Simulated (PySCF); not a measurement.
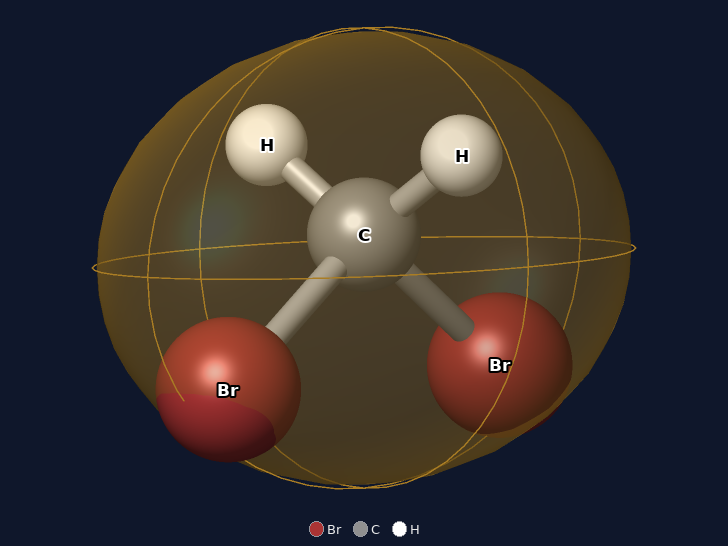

The ellipsoid shows the static dipole polarisability: its half-axes are proportional to the principal values. The computed structure is the end point of a PBE0-D3(BJ)/def2-SVP optimisation. No frequency run is at hand to confirm it as a minimum. Level of theory: PBE0/aug-cc-pVDZ (PySCF 2.14.0).

How large and how anisotropic is the polarisability?

Principal values 44.1, 48.9, 74.6 bohr³; mean 55.9 bohr³ (8.28 Å³); anisotropy 28.4 bohr³, so the longest axis is 1.69 times the shortest.
